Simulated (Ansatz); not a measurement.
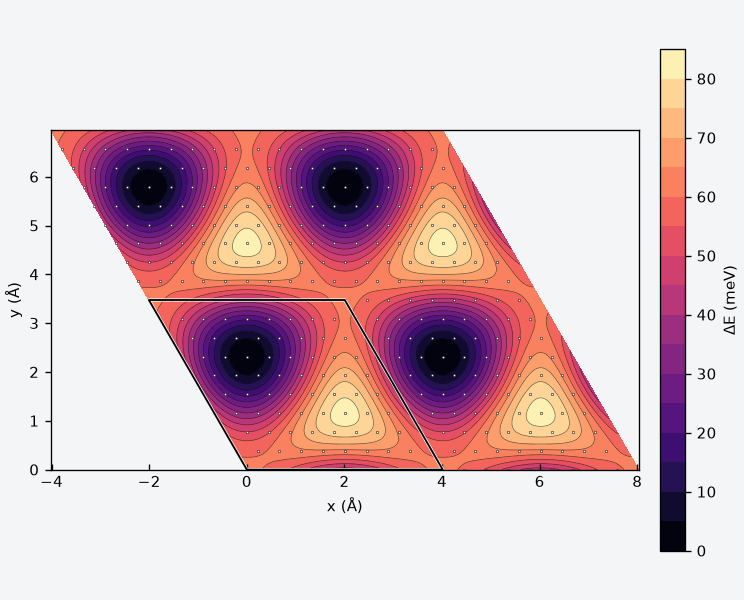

N₂ on a GaAs(111) slab cut from the F-43m phase, its upper half relaxed before the scan (16 atoms of substrate and one adsorbate in a 2 × 2 cell). N2 is moved over the surface cell at a fixed height above a rigid substrate; the origin of the map has the adsorbate above Ga13; the height is held at 2.90 Å. Places are given modulo a cell vector. The map is drawn in real space over the plane of the surface. The grid has 9 × 9 points; 19 points were computed and 62 follow by symmetry. Places are given in fractions of the 1 × 1 surface cell. All energies are given in meV relative to the lowest grid point. At a fixed height the lowest place need not be the adsorption site. Theory: DFT PBE+D3(BJ), scalar-relativistic, plane waves, PAW in Ansatz. Settings: cutoff 420 eV, k-mesh 6×6×1, gaussian smearing 0.05 eV, no spin polarisation.

In the figure: filled contours, dots at the grid points, the outline of one cell of the 2 × 2 shown. Between grid points the surface is interpolated.

The lowest grid point is at a threefold hollow, (3/9, 6/9) of the cell vectors. The highest grid point, a threefold hollow over a second-layer As atom, (6/9, 3/9) of the cell vectors, lies 82 meV above the lowest. On the interpolated surface the easiest way out of the lowest well to its copy in the next cell or period passes a barrier of about 60 meV.

The scan is repeated with another setting: the height is held at 3.40 Å; the new grid has 6 × 6 points.

> What will the new map look like?

The lowest place stays at a threefold hollow, (2/6, 4/6) of the cell vectors. The span from the lowest to the highest grid point shrinks from 82 to 24 meV. The easiest pass out of the lowest well goes from about 60 to about 17 meV on the interpolated surfaces.

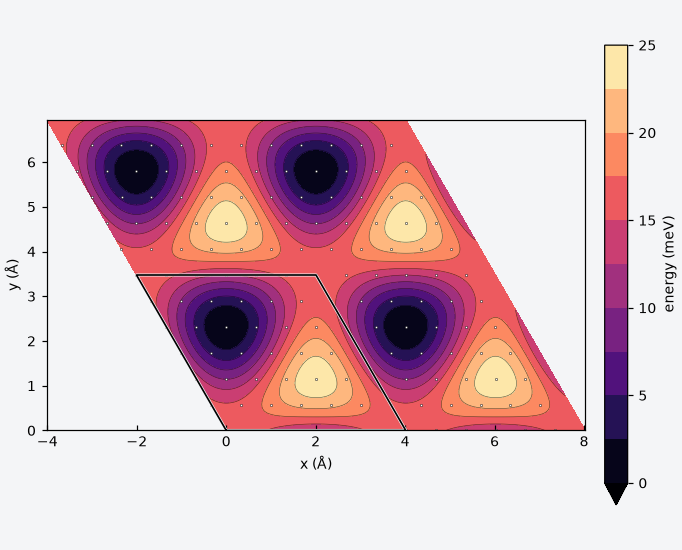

The map after the change, on a colour scale of its own. In the figure: filled contours, dots at the grid points, the outline of one cell of the 2 × 2 shown. Between grid points the surface is interpolated.
